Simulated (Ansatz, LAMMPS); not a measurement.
# Relaxing amorphous 64SiO2-25Y2O3-11Al2O3 (mol %) (164 atoms)

Wanted: the relaxed structure of amorphous 64SiO2-25Y2O3-11Al2O3 (mol %) (164 atoms) and its electronic structure.

Calculated with Ansatz 0.2.0; Kohn-Sham DFT, r2SCAN, PAW (set soft_2), plane waves.

## Step 1: The starting structure

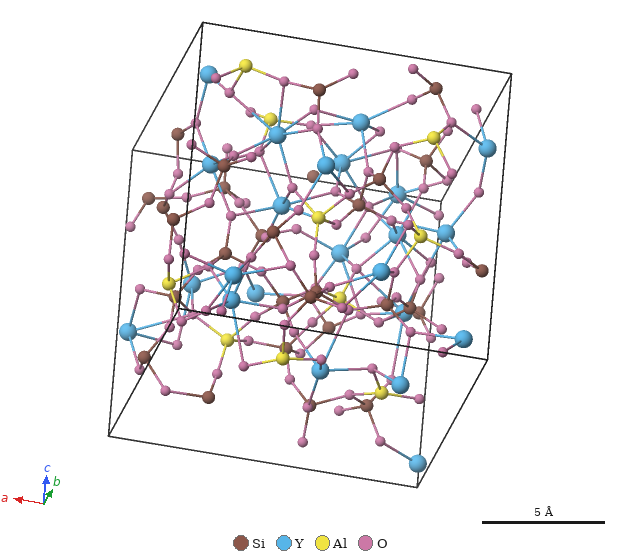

Start, viewed from a free direction; silicon brown, yttrium blue, aluminium yellow, oxygen pink. Bonds to atoms that aren't drawn are left out. Some periodic images of atoms are drawn too.

The cell holds 164 atoms: 28 Si, 22 Y, 10 Al and 104 O. Cell: a = 13.034 Å, b = 13.034 Å, c = 13.034 Å, α = 90.0°, β = 90.0°, γ = 90.0°. 164 atoms (28 Si, 22 Er, 10 Al, 104 O) placed at random at 4.5 g/cm³, melted at 5000 K for 10 ps at fixed volume with the Morse and Coulomb pair potential with partial charges (Pedone, Malavasi, Menziani, Cormack and Segre, J. Phys. Chem. B 110, 11780 (2006)). Quenched from 5000 K to 300 K at 1000 K/ps and fixed volume, held 10 ps at zero pressure, then minimised at fixed cell. Then Er was replaced by Y and the cell scaled by 1.01 (the potential has no terms for the new elements, so the cell is a start for a DFT relaxation).

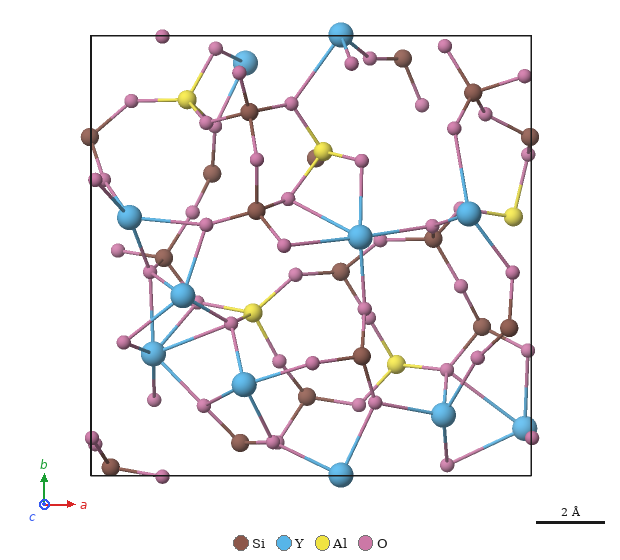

A slice 6 Å thick through the middle of the cell. Bonds to atoms that aren't drawn are left out.

Limits known from the start: The quench rate of 1000 K/ps is orders of magnitude faster than experiment, which tends to freeze in extra defects. The starting topology of bonds comes from the classical model. Sampling is at Γ alone, for a cell whose shortest periodic width is 13 Å.

## Step 2: Single point at the start

A single point comes first, to see the forces before anything moves.

input.yaml reads:

```yaml
crystal:
  lattice:
    - [13.03386, 0.0, 0.0]
    - [0.0, 13.03386, 0.0]
    - [0.0, 0.0, 13.03386]
  atoms:
    - { symbol: Si, position: [0.73372, 0.19079, 0.83055] }
    - { symbol: Si, position: [0.96764, 0.32004, 0.13888] }
    - { symbol: Si, position: [0.42131, 0.03568, 0.99508] }
    - { symbol: Si, position: [0.95065, 0.07911, 0.8045] }
    [... 154 atom lines left out ...]
    - { symbol: O, position: [0.83856, 0.12901, 0.80593] }
    - { symbol: O, position: [0.80939, 0.02403, 0.34236] }
    - { symbol: O, position: [0.00969, 0.07147, 0.48902] }
    - { symbol: O, position: [0.26206, 0.56981, 0.6315] }
    - { symbol: O, position: [0.59221, 0.93611, 0.72927] }
    - { symbol: O, position: [0.83984, 0.60688, 0.35091] }
kpoints:
  mp_grid: { grid: [1, 1, 1] }
hamiltonian:
  xc: r2scan
scf:
  occupations: { method: fixed }
output:
  forces: true
  stress: true
  populations: true
  dos:
    method: { smearing: { sigma: 0.15 } }
    de: 0.1
    projected: { site_lists: { Al: [Al], O: [O], Si: [Si], "Y": ["Y"] } }
  eigenvalues: true
```

Started as:

```sh
> ansatz run input.yaml --threads 4 --pin off --max-ram 8192MiB --backend cpu --events-out ev --progress --plain --runs-dir out
```

It took 2 min on 4 threads of Arm Neoverse V2, shared host; peak memory 6.6 GiB.

The program notes that it cut back its work space to fit the memory limit.

Read from the output:

```yaml
free_energy: -167598.1148 eV
free_energy_per_atom: -1021.9397 eV/atom
scf_cycles: 10
pressure: -3.442 GPa
r_m_s_force_component: 0.6636 eV/Å
longest_force: 2.609 eV/Å
fermi_energy: 5.862 eV
spacing_of_highest_filled_and_lowest_empty_level: 3.372 eV
spilling_of_the_projection: 0.00878
```

The r.m.s. force component of 0.66 eV/Å and the pressure of -3.4 GPa set the starting point.

Neighbours are counted within 2.16 Å (O-Si), 3.18 Å (O-Y), 2.33 Å (O-Al).

Length of the force by element and coordination:

```tsv
element	coordination	atoms	mean length of the force (eV/Å)	spread	least	most
Al	all	10	1.09	0.350	0.530	1.70
O	all	104	0.922	0.463	0.103	2.61
O	2	35	0.906	0.558	0.103	2.61
O	3	54	0.984	0.425	0.165	2.01
O	4	15	0.737	0.237	0.273	1.13
Si	all	28	1.35	0.582	0.225	2.39
Y	all	22	1.08	0.540	0.254	2.32
Y	6	14	1.06	0.572	0.256	2.32
Y	7	8	1.13	0.477	0.254	1.98
```

## Step 3: Cell and atoms relaxed

Cell and atoms are freed together, to release stress as well as forces.

input.yaml, the sections that differ from step 2:

```yaml
output:
  forces: true
relax:
  f_tol: 0.05
  max_steps: 91
  cell: {}
# crystal, kpoints, hamiltonian, scf: as in step 2
```

The job ended after 22 min (4 threads; peak memory 6.2 GiB).

The steps of the relaxation:

```tsv
step	energy less that of the first step (eV)	largest force component (eV/Å)	pressure (GPa)	volume (Å³)
1	0.0000	2.0468	-3.44	2214.21
2	-3.6345	1.4399	1.31	2126.83
3	-5.1510	0.9850	0.38	2141.82
4	-6.3166	0.4251	-0.02	2147.31
5	-6.7534	0.3933	-0.05	2146.61
6	-7.0046	0.2972	-0.12	2146.78
7	-7.2806	0.2680	-0.08	2145.67
8	-7.4670	0.3839	-0.10	2144.23
9	-7.3990	0.7174	-0.06	2140.74
10	-7.5481	0.2884	0.05	2142.15
11	-7.6096	0.2413	0.04	2140.82
12	-7.6719	0.1880	0.03	2137.83
13	-7.6521	0.3629	-0.03	2134.01
14	-7.7232	0.2323	-0.01	2136.07
15	-7.7409	0.1187	0.00	2136.47
16	-7.7510	0.0635	0.00	2135.18
17	-7.7525	0.0451	0.01	2136.14
18	-7.7086	0.0454	0.02	2136.14
```

Relaxation steps 9, 13 were tried and not accepted.

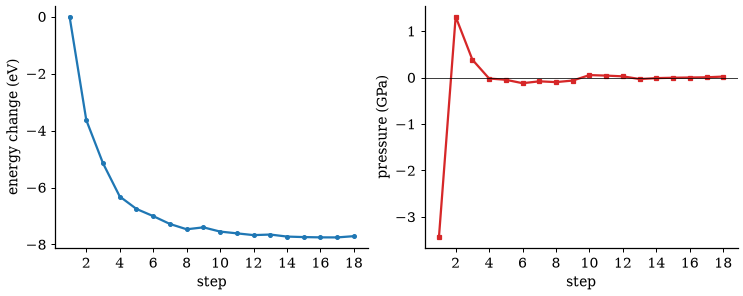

Energy and pressure along the relaxation.

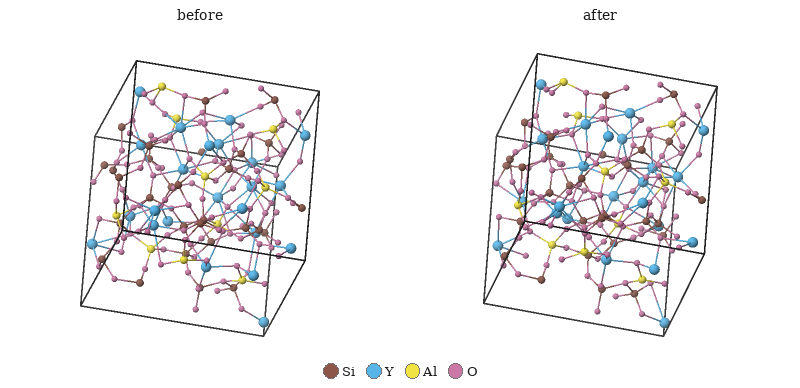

The structure before and after the relaxation, drawn at the same scale. Bonds to atoms that aren't drawn are left out.

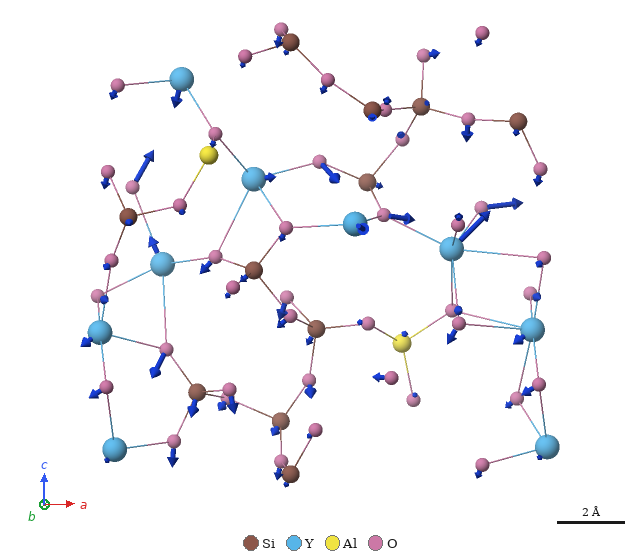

Displacements in the relaxation, exaggerated, measured against the changing cell; the longest in the cell stands for 1.07 Å. Drawn is a slice 4 Å thick, seen along the normal of the ac plane. Bonds to atoms that aren't drawn are left out.

```tsv
cell as run	before	after	change
a (Å)	13.034	12.856	-1.4 %
b (Å)	13.034	13.161	+1.0 %
c (Å)	13.034	12.661	-2.9 %
α (°)	90.00	86.09	-4.3 %
β (°)	90.00	88.43	-1.7 %
γ (°)	90.00	88.98	-1.1 %
volume (Å³/atom)	13.50	13.03	-3.5 %
```

The atoms that moved most (Å, as changes of fractional coordinates times the final cell):

```tsv
atom	dx	dy	dz	length
Y42	0.764	0.227	0.719	1.073
O107	0.350	-0.831	-0.378	0.978
O72	0.907	0.305	0.078	0.960
O83	0.454	0.214	0.760	0.911
O88	-0.348	-0.604	-0.548	0.887
O147	0.657	0.349	-0.138	0.756
Y44	0.235	0.693	-0.177	0.753
Si7	0.450	0.315	0.368	0.661
```

The relaxation changed the energy by -47.0 meV/atom, and atoms moved by 0.32 Å r.m.s., 1.1 Å at most.

## Step 4: Structure statistics after relaxation

Bonds before and after, by the cutoffs listed below:

```tsv
pair	bonds before	bonds after	mean before (Å)	mean after (Å)	spread before (Å)	spread after (Å)
O-Si	112	112	1.634	1.633	0.058	0.043
O-Y	135	141	2.375	2.355	0.184	0.195
O-Al	40	41	1.784	1.784	0.061	0.066
```

Density 3.63 g/cm³, 13.03 Å³ an atom.

Pair distribution functions g(r), in bins of 0.2 Å:

```tsv
r (Å)	total	O-O	O-Si	O-Y	O-Al	Si-Si	Si-Y
1.50	0.58	0.00	2.71	0.00	0.00	0.00	0.00
1.70	2.63	0.00	9.48	0.00	7.50	0.00	0.00
1.90	0.24	0.00	0.09	0.00	2.90	0.00	0.00
2.10	0.43	0.00	0.00	2.43	0.19	0.00	0.00
2.30	0.83	0.00	0.00	4.88	0.00	0.00	0.00
2.50	0.73	1.25	0.00	1.33	0.00	0.00	0.00
2.70	1.47	3.27	0.08	0.77	0.00	0.00	0.19
2.90	1.09	2.02	0.24	0.22	0.39	2.84	0.16
3.10	1.05	1.21	0.70	0.22	0.84	3.39	1.72
3.30	0.80	0.73	0.97	0.31	0.90	0.21	1.39
3.50	1.02	0.95	1.19	0.36	0.99	0.00	2.79
3.70	0.93	0.63	1.29	0.81	0.72	0.47	2.35
3.90	0.98	0.55	1.39	1.00	1.50	1.01	1.10
4.10	1.04	0.67	1.66	1.04	1.55	1.42	0.33
4.30	1.07	0.77	1.31	1.41	1.90	0.81	0.60
4.50	1.06	0.92	0.88	1.88	0.93	0.96	0.82
4.70	1.05	1.19	0.83	1.37	0.63	0.89	0.75
4.90	1.04	1.21	0.72	1.17	0.82	1.07	1.20
5.10	0.98	1.15	0.84	1.00	0.76	0.93	0.69
5.30	1.02	1.25	0.82	0.73	0.87	1.16	1.13
5.50	0.97	1.14	0.80	0.87	0.78	1.09	1.14
5.70	0.96	0.95	1.07	0.86	0.98	0.80	0.98
5.90	0.90	0.86	1.00	0.68	0.94	1.05	1.35
6.10	1.02	0.98	1.09	0.81	1.17	1.05	1.00
```

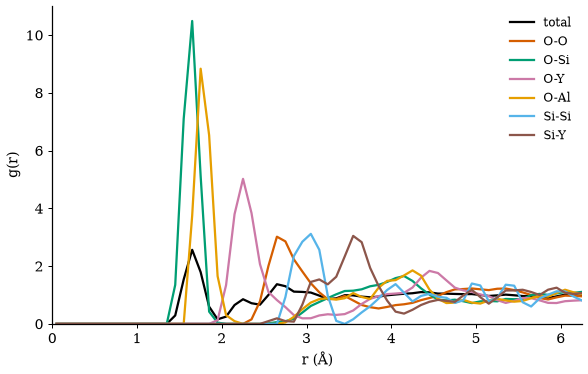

Pair distribution functions, lightly smoothed.

Bonds by pair of elements; cutoffs follow the first minimum of g(r), held within bounds set by covalent radii, and pairs that aren't listed don't count as bonded:

```tsv
pair A-B	cutoff (Å)	bonds	mean length (Å)	spread (Å)	shortest (Å)	B about A	A about B
O-Si	2.12	112	1.63	0.043	1.57	1.08	4
O-Y	3.02	141	2.35	0.195	2.06	1.36	6.41
O-Al	2.43	41	1.78	0.066	1.70	0.394	4.1
```

How many atoms have how many bonded neighbours:

```tsv
element	mean	2	3	4	5	6	7
Al	4.1	0	0	9	1	0	0
O	2.83	32	58	14	0	0	0
Si	4	0	0	28	0	0	0
Y	6.41	0	0	0	1	11	10
```

Bond angles (no mean is given where the spread exceeds 20°):

```tsv
angle	count	mean (°)	spread (°)
O-Y-O	385	-	-
O-Si-O	168	109	6.7
Si-O-Y	103	-	-
Y-O-Y	87	104	16.5
O-Al-O	64	109	13.5
```

Oxygen atoms by the number of network formers (Si, P, Ge, B, Al, As, Ga) bound to them:

```tsv
network formers bound to O	O atoms	per cent
0	6	5.8
1	45	43.3
2	51	49
3	2	1.9
```

Network units: each former by its oxygen neighbours and how many of them bridge to another former:

```tsv
former	O neighbours	bridging O	atoms
Si	4	1	4
Si	4	2	5
Si	4	3	12
Si	4	4	7
Al	4	2	2
Al	4	3	5
Al	4	4	2
Al	5	3	1
```

Bond length by coordination (bonds to H left out):

```tsv
element	coordination	atoms	mean bond length (Å)
Al	4	9	1.77
Al	5	1	1.88
O	2	32	1.69
O	3	58	2.03
O	4	14	2.26
Y	5	1	2.21
Y	6	11	2.33
Y	7	10	2.39
```

For some of the pairs, g(r) has its first main peak near 2.7 Å (O-O), 1.6 Å (O-Si), 2.3 Å (O-Y), 1.8 Å (O-Al) and 3.0 Å (Si-Si). By these cutoffs 90 % of Al atoms have 4, 56 % of O atoms have 3, all Si atoms have 4 and 50 % of Y atoms have 6 bonded neighbours. Counting bonds to Si and Al alone, not to Y, 49 % of the oxygens join two of these atoms and 43 % one; 2 % join three; 6 % join none. The commonest Si unit has 4 oxygens, 3 of them shared with other formers (12 of 28 atoms).

## Step 5: Single point at the relaxed geometry

The electronic structure is read at the final geometry, in a run of its own.

input.yaml reads:

```yaml
crystal:
  lattice:
    - [12.85445, 0.11292, 0.17287]
    - [0.11292, 13.15309, 0.43988]
    - [0.17287, 0.43988, 12.65208]
  atoms:
    - { symbol: Si, position: [0.73832, 0.19598, 0.83246] }
    - { symbol: Si, position: [0.96524, 0.31297, 0.13572] }
    - { symbol: Si, position: [0.4174, 0.03595, 0.98563] }
    - { symbol: Si, position: [0.94877, 0.08277, 0.79148] }
    [... 154 atom lines left out ...]
    - { symbol: O, position: [0.83729, 0.14195, 0.77141] }
    - { symbol: O, position: [0.79376, 0.02326, 0.31398] }
    - { symbol: O, position: [0.00194, 0.06237, 0.48092] }
    - { symbol: O, position: [0.27188, 0.58411, 0.60884] }
    - { symbol: O, position: [0.58824, 0.96353, 0.71087] }
    - { symbol: O, position: [0.84372, 0.59279, 0.37366] }
kpoints:
  mp_grid: { grid: [1, 1, 1] }
hamiltonian:
  xc: r2scan
scf:
  occupations: { method: fixed }
output:
  forces: true
  stress: true
  populations: intrinsic
  dos:
    method: { smearing: { sigma: 0.15 } }
    de: 0.1
    projected: { site_lists: { Al: [Al], O: [O], Si: [Si], "Y": ["Y"] } }
  eigenvalues: true
  write_density: true
  write_potential: true
  volumetric_format: npy
```

Elapsed: 2.1 min, on 4 threads; peak memory 6.5 GiB.

Read from the output:

| Item | Value |
| --- | --- |
| free energy | -167605.8234 eV |
| free energy per atom | -1021.9867 eV/atom |
| SCF cycles | 10 |
| pressure | 0.02169 GPa |
| r.m.s. force component | 0.00927 eV/Å |
| longest force | 0.04399 eV/Å |
| Fermi energy | 5.659 eV |
| gap (highest filled to lowest empty level) | 4.319 eV |

Intrinsic-atomic-orbital charges by element and coordination:

```tsv
element	coordination	atoms	mean charge (e)	spread	least	most
Al	all	10	1.35	0.0357	1.29	1.41
Al	4	9	1.35	0.0311	1.30	1.41
Al	5	1	1.29	0	1.29	1.29
O	all	104	-0.883	0.0444	-0.978	-0.737
O	2	32	-0.918	0.0306	-0.978	-0.861
O	3	58	-0.875	0.0298	-0.948	-0.741
O	4	14	-0.836	0.0592	-0.903	-0.737
Si	all	28	1.75	0.0328	1.70	1.83
Y	all	22	1.33	0.0671	1.16	1.44
Y	5	1	1.31	0	1.31	1.31
Y	6	11	1.33	0.0576	1.26	1.44
Y	7	10	1.33	0.0789	1.16	1.42
```

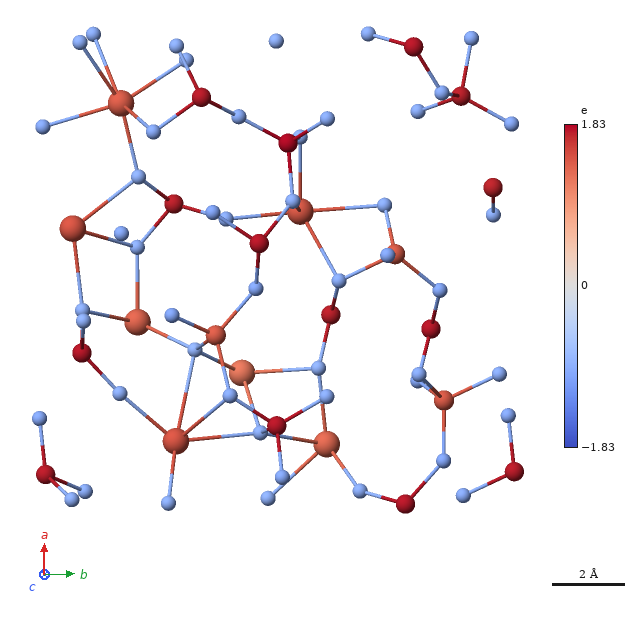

Atoms coloured by intrinsic-atomic-orbital charge. Drawn is a slice 4 Å thick, seen along the normal of the ab plane. Bonds to atoms that aren't drawn are left out.

States in the cell by windows of 1 eV, zero at the Fermi level; the larger projections on atomic orbitals stand beside the total:

```tsv
from (eV)	to (eV)	total	O p	Y d
-10	-9	8.5	5.8	0.1
-9	-8	13.7	9.6	0.1
-8	-7	23.4	16.7	0.3
-7	-6	33.9	25.3	0.6
-6	-5	57.1	43.5	2.0
-5	-4	76.9	61.9	3.4
-4	-3	103.8	88.8	5.4
-3	-2	129.5	115.0	7.3
-2	-1	127.7	118.0	4.5
-1	0	46.2	43.4	1.3
0	1	1.2	1.1	0.0
1	4	0.0	0.0	0.0
4	5	7.5	0.5	4.4
```

With fixed occupations the program's Fermi level is the highest filled level; weight inside the gap is the broadening of levels at its edges.

Between -26 and -10 eV lie 342 more states.

The stored curve holds about 964 of the 1008 electrons; the rest, give or take the few that broadening carries across the Fermi level, lie in deeper levels below its range.

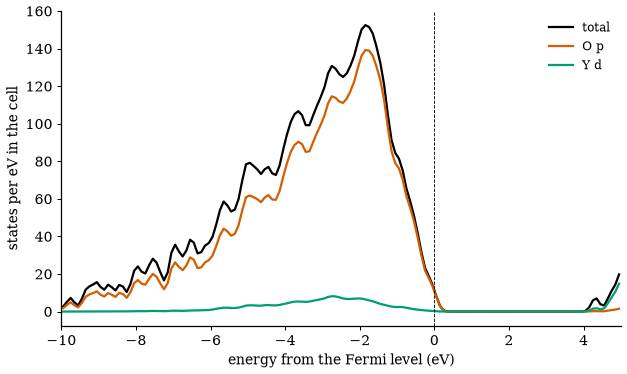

Total and projected density of states, with the broadening of the input.

The levels nearest the highest filled one (over half full), pooled over k-points and spins:

```tsv
level less the highest filled one (eV)	occupation
-0.413	2
-0.380	2
-0.371	2
-0.202	2
-0.153	2
0	2
4.32	0
4.72	0
4.88	0
5.01	0
5.07	0
5.12	0
```

Mean intrinsic-atomic-orbital charges: Al +1.35, O -0.88, Si +1.75, Y +1.33 e. The largest share in the top eV of filled states is O p (95 % of the projected weight), and in the lowest eV of empty states Y d (71 % of the projected weight).

## Step 6: Results

| Item | Value |
| --- | --- |
| energy change in the relaxation | -47 meV/atom |
| r.m.s. displacement | 0.324 Å |
| largest displacement | 1.073 Å |
| free energy per atom | -1021.9867 eV/atom |
| pressure | 0.02169 GPa |
| r.m.s. force component | 0.00927 eV/Å |
| gap (highest filled to lowest empty level) | 4.319 eV |
| wall time of the 3 DFT runs | 26 min |

What this shows: Relaxation lowers the energy by 47.0 meV/atom and moves atoms by 0.32 Å r.m.s.; the r.m.s. force component goes from 0.66 to 0.0093 eV/Å, the pressure goes from -3.4 to 0.022 GPa, and the gap from 3.37 to 4.32 eV. Displacements are taken in the final cell, so they leave out its strain. By the final cutoffs 6 of 287 bonded pairs parted and 13 joined. The cell shrank by 3.5 % in volume. From the first step to the last the energy fell by 7.709 eV, and the largest move was 1.07 Å (Y42). The O-Y bonds change most in mean length: from 2.375 Å (spread 0.184) to 2.355 Å (spread 0.195), and their number from 135 to 141. By these cutoffs 90 % of Al atoms have 4, 56 % of O atoms have 3, all Si atoms have 4 and 50 % of Y atoms have 6 bonded neighbours. Counting bonds to Si and Al alone, not to Y, 49 % of the oxygens join two of these atoms and 43 % one; 2 % join three; 6 % join none. The highest filled and lowest empty levels differ by 4.32 eV (at Γ alone); a semilocal functional tends to put such gaps too low. In a disordered cell it changes from sample to sample, and tail or defect levels can set it.

**Limits.** The network of bonds at the start is that of the classical potential that made the cell; in DFT 6 of its 287 bonded pairs passed out of the cutoffs and 13 came within them.

[Logs are printed without paths, hosts, clocks, repeated set-up lines and the standing remarks that a program may print on its own settings, such as how far it seeks lower states.]

[Hosts, paths, dates, database ids (printed as entryN), source tags and the programs' standing remarks are cut or masked in the printed files.]
